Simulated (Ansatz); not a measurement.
# H$_{5}$OPSi···HBr: what the fields show

```xyz
10

Si   -0.8687    0.2486    0.4215
Br    1.4480   -2.5290    0.2898
H    -1.5360   -1.0290   -0.0094
H    -1.9222    1.2740    0.6770
O    -0.0193    0.1075    1.8405
H     1.7690   -1.4489   -0.6682
P     0.4834    0.8296   -1.2257
H     0.6213   -0.6148    1.8559
H     0.5445    2.2255   -0.9537
H    -0.5202    0.9365   -2.2278
```

Not at a stationary point (largest force 1.0 eV/Å).

These are results of RKS PBE0/def2-SVP in Ansatz 0.2.0, not measurements.

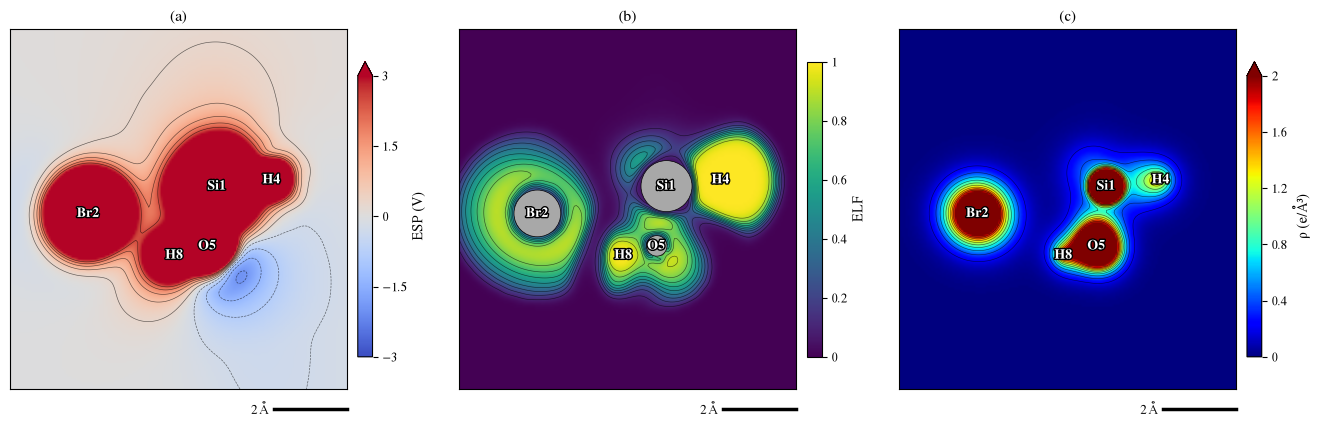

Figure 1. (a) molecular electrostatic potential; (b) electron localisation function; (c) electron density on the plane of atoms Si1, O5 and H8. Grey discs cover the atomic cores in the ELF map.

What does the map show?

- The plane passes through Si, Br, H and O nuclei.
- Br2···H8 (2.61 Å): the density falls to about 0.1 e/Å³ on the way; the ELF dips to about 0.05 between them.
- Si–O (1.66 Å): the density is about 1.1 e/Å³ at the midpoint; the ELF peaks at about 0.90 between the atoms; a shared but strongly polarised pair.
- O–H (0.97 Å): ρ is about 3.6 e/Å³ halfway; the ELF climbs to about 1 towards the hydrogen, as it does in any bond to H (an ordinary covalent bond to hydrogen).
- Si–H (1.49 Å): ρ at the midpoint is about 0.77 e/Å³; the ELF climbs to about 1 towards the hydrogen.
- The ELF also peaks beside O5 and Br2, away from the bonds: lone-pair regions.
- Outside the dense part of the complex the potential is most negative (−2.0 V) near O5.

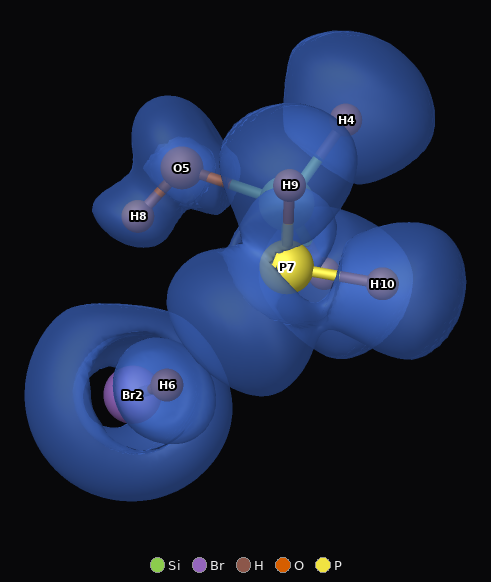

Figure 2. Isosurface of the electron localisation function at 0.75 (blue), seen at an oblique angle. Only the valence region is drawn (cores and ρ < 0.01 e/Å³ removed).

Describe the localisation domains.

At this value the surface marks out three regions around hydrogen nuclei, one ring or bowl of non-bonding electrons around Br, one joined region spread over several atoms (H, O), in which their bonds and any lone pairs are merged and one joined region spread over several atoms (H, P), in which their bonds and any lone pairs are merged.

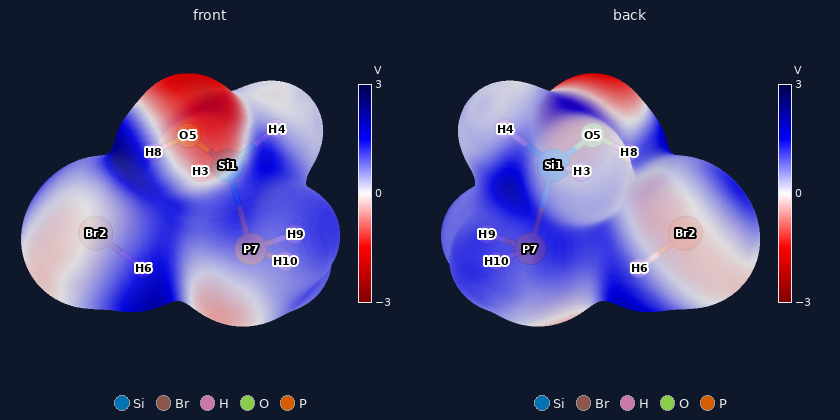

Figure 3. The molecular electrostatic potential painted on the density surface at 0.004 e/bohr³, seen from the front and from behind; red is negative and blue positive.

Which sites attract a positive test charge, and which a negative one?

A positive charge is drawn to the negative regions and a negative charge to the positive ones. The most negative region (about −1.7 V) lies over O5, the most positive (about +2.3 V) over H8. Br2 shows a σ-hole: about +1.4 V at the tip opposite its bond, against about +0.1 V on its flanks. O5 is the likeliest acceptor of a hydrogen bond.

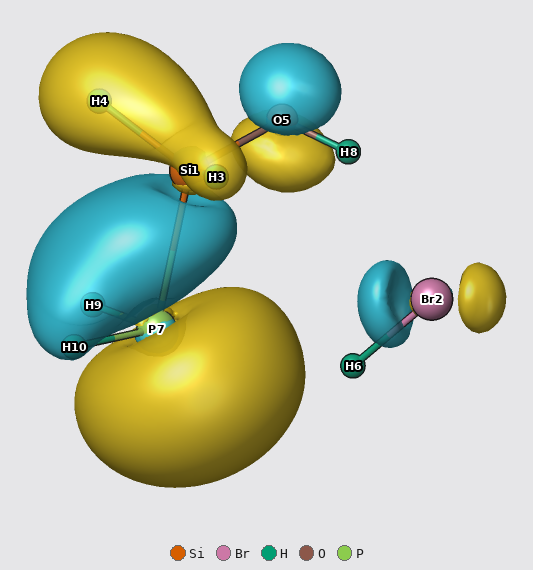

Figure 4. The HOMO at ±0.08 Å⁻³ᐟ² (yellow and cyan are the two phases), seen at an oblique angle.

Where does this orbital lie, and at what energy?

By Hirshfeld shares it lies mainly on P7 (about 65 %) and Si1 (about 15 %). Its energy is −7.57 eV.
